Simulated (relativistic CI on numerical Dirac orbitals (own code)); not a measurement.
Relativistic CI calculation, with input and output: P⁵⁺

P⁵⁺. Computed at this level: Dirac-Coulomb-Breit CI, KLI orbitals optimised for each configuration, model QED (radiative potential, 1s self-energy scaled to tabulated hydrogen-like ionisation energies), valence Slater integrals scaled by 0.85, P86 correlation energy added to each configuration (relativistic CI on numerical Dirac orbitals, in-house).

Input:
```
atom P  Z=15  charge=5  electrons=10
nucleus A=31  rms_radius_fm=3.1889
hamiltonian dirac-coulomb  breit=on  qed=on  c_scale=1
orbitals kli  potential=per-configuration
slater_scale 0.85
correlation p86
mixing on
configurations
  [He] 2s2 2p6
  [He] 2s2 2p5 3s
  [He] 2s2 2p5 3p
  [He] 2s2 2p5 3d
  [He] 2s2 2p5 4s
  [He] 2s2 2p5 4p
  [He] 2s 2p6 3s
  [He] 2s2 2p5 4d
  [He] 2s2 2p5 4f
  [He] 2s 2p6 3p
  [He] 2s2 2p4 3s2
  [He] 2s 2p6 3d
  [He] 2s2 2p4 3s 3p
  [He] 2s2 2p4 3p2
  [He] 2s2 2p4 3s 3d
  [He] 2s 2p6 4s
end
```

Hardware: 1 CPU thread, shared host.

The run was one of a batch that the task file lists, launched with:
```bash
python <driver script> task.json out
```

The program writes its results to a structured record and prints no log; tables and figures of this report are taken from that record.

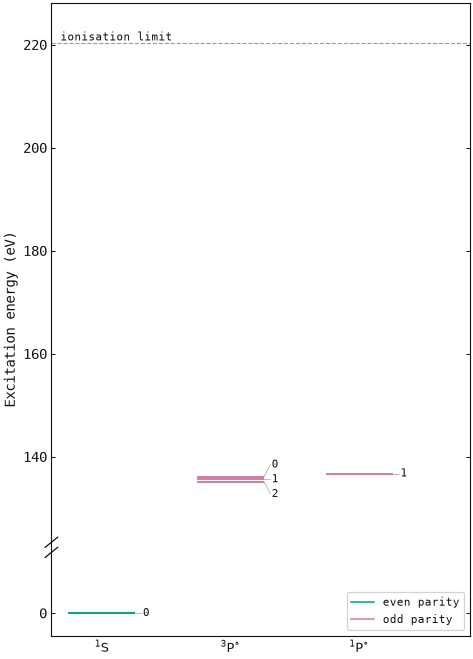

*Level diagram of P⁵⁺.*

The lowest level is 2p⁶ ¹S₀. The first excited level, 2p⁵ 3s ³P°₂, lies at 135 eV. It is also the lowest level of opposite parity. The levels are well described in LS and in jj coupling alike (mean leading weight 94 % in LS and 89 % in jj).

```csv
Configuration,Level,E (eV),LS purity (%)
2p⁶,¹S₀,0,100
2p⁵ 3s,³P°₂,135.2,100
2p⁵ 3s,³P°₁,135.6,84
2p⁵ 3s,³P°₀,136.1,100
2p⁵ 3s,¹P°₁,136.7,84
```

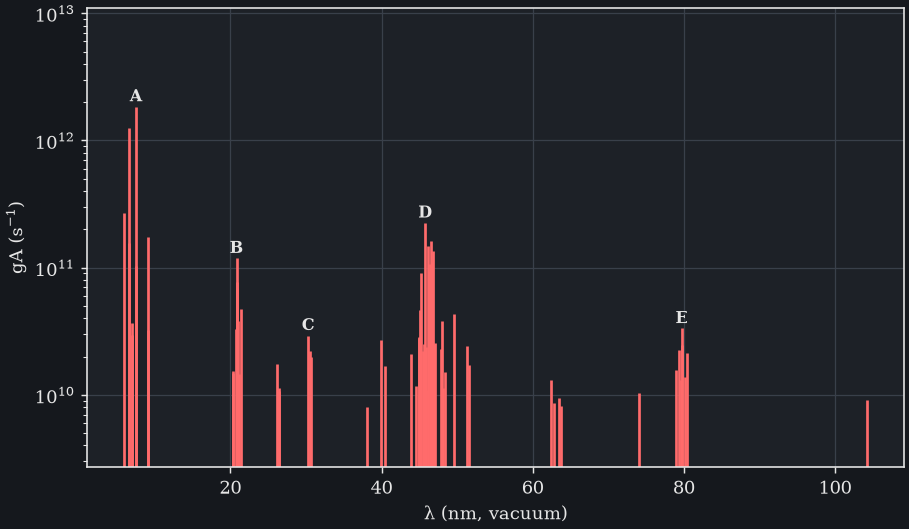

*The stronger electric dipole lines (weighted rates gA) for P⁵⁺.*

A: 2s² 2p⁵ 3d ¹P°₁ → 2s² 2p⁶ ¹S₀, 7.487 nm, gA = 1.8×10¹² s⁻¹; B: 2s 2p⁶ 3p ³P°₂ → 2s² 2p⁵ 3p ³D₃, 20.83 nm, gA = 1.2×10¹¹ s⁻¹; C: 2s² 2p⁵ 4d ³F°₄ → 2s² 2p⁵ 3p ³D₃, 30.31 nm, gA = 2.9×10¹⁰ s⁻¹; D: 2s² 2p⁵ 4f ³G₅ → 2s² 2p⁵ 3d ³F°₄, 45.78 nm, gA = 2.2×10¹¹ s⁻¹; E: 2s² 2p⁵ 3d ³F°₄ → 2s² 2p⁵ 3p ³D₃, 79.68 nm, gA = 3.3×10¹⁰ s⁻¹. The strongest, A, lies in the soft X-ray region.

Results in brief:

- outcome: converged
- lowest level: 2s² 2p⁶ ¹S₀
- first excited level: 2s² 2p⁵ 3s ³P°₂, 1,090,242 cm⁻¹
- ionisation energy: 220.287 eV
- levels computed: 231
- SCF iterations: 143
- wall time: 0.58 s

Notes:

Limits: configurations can be misplaced by up to about 7 % of their energy; only a limited list of configurations is included, so lower levels can be missing; only lines among the lowest 71 of 231 levels are drawn.
